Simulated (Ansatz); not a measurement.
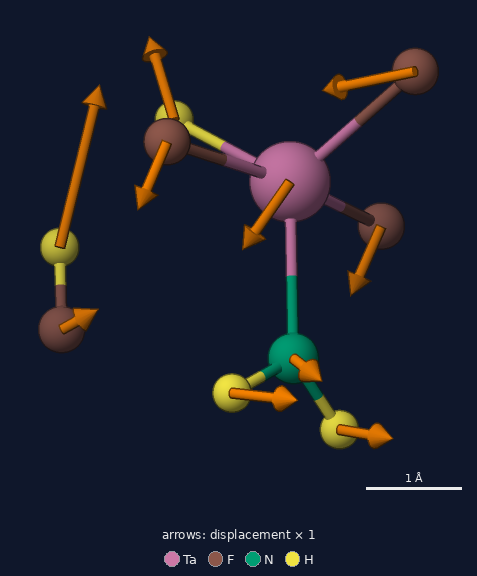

This is a relaxation of TaNH$_{4}$F$_{4}$. The starting structure is drawn; orange arrows show the displacements, at their true length. The two geometries are superimposed by the best rigid fit.

Style: ball-and-stick. Shown from a free direction.

The run prepares an end point of a later path (reaction) calculation, from a guessed geometry.

Computed with Ansatz, RKS r2SCAN-D4/def2-SVP. Settings: no spin polarisation; force threshold 0.03 eV/Å; at most 50 steps.

Question: What did the optimiser do to the structure, and how much energy did it gain?

Answer: Over 22 accepted moves (23 points after the start) the energy falls by 1.866 eV. Largest force component: 0.31 eV/Å at the start, 0.021 eV/Å at the end. The line search rejected the trial step at point 6 of the run. An H atom moves most after the best rigid fit: 1.79 Å. By element the largest moves are H 1.79 Å, F 1.21 Å, Ta 0.90 Å, N 0.51 Å. Near-neighbour distances that change, for instance: F–H 0.928 → 2.481 Å, F–Ta 3.127 → 1.884 Å, H–H 1.857 → 0.760 Å, H–Ta 1.798 → 2.868 Å. New bonds form, among them: F–Ta (3.13 → 1.88 Å), H–H (1.86 → 0.76 Å). Bonds break, among them: F–H (0.93 → 2.48 Å), H–Ta (1.80 → 2.87 Å). Among the angles between lasting bonds that change: F–Ta–F 167.2° → 177.1°, F–Ta–F 96.0° → 90.6°, N–Ta–F 117.9° → 113.7°. The run took 64 s on 4 threads of Arm Neoverse V2 (shared host), peak memory 0.22 GiB.
